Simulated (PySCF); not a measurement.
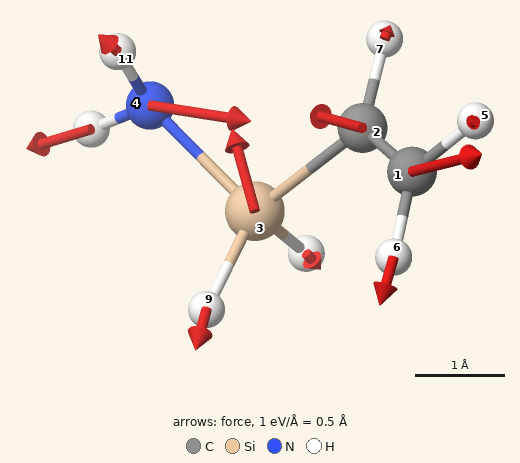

Starting geometry of C2H7NSi with the computed forces as red arrows. Style: ball-and-stick. Shown from a free direction.

The start comes from GFN2-xTB. Its atoms were then displaced at random by about 0.01 Å.

All numbers below come from PBE0-D3(BJ)/def2-SVP geometry optimisation, gas phase in PySCF 2.14.0, density-fitted response routines. 

### Is this structure relaxed? If not, where do the atoms go?

It isn't relaxed: the largest force vector, on a C atom, is 2.73 eV/Å. The final displacements have little in common with the starting forces (cosine between the two patterns 0.09). The energy falls by 5.14 kcal/mol in 8 geometry steps. The atom that moves furthest after the best rigid fit is an H atom (0.36 Å). Largest moves by element: H 0.36 Å, C 0.13 Å, N 0.11 Å, Si 0.09 Å. Near-neighbour distances that change, for instance: H–Si 1.443 → 1.505 Å, H–N 0.975 → 1.014 Å, C–C 1.299 → 1.338 Å, N–Si 1.770 → 1.733 Å. Among the angles between lasting bonds that change: C–Si–H 110.2° → 105.9°, C–Si–N 105.7° → 109.3°, H–C–H 113.0° → 116.1°.
